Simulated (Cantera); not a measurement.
A closed system holds: 1 mol BF3, 9.5 mol O2, 0.3 mol NH3, held at 0.180 bar.

Equilibrium computed with Cantera from the NASA thermochemical tables; the gas is ideal and each condensed phase is pure. Candidate condensed phases: B, BN, B2O3, B3O3H3, H2O; 62 gas species. Gases not in the tables: H3BO3. Kinetics and transport are ignored.

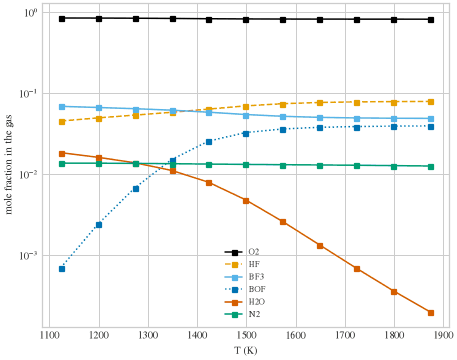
*Equilibrium gas composition (values under 1e-9 drawn at 1e-9)*

From 1123 K to 1873 K nothing is condensed.
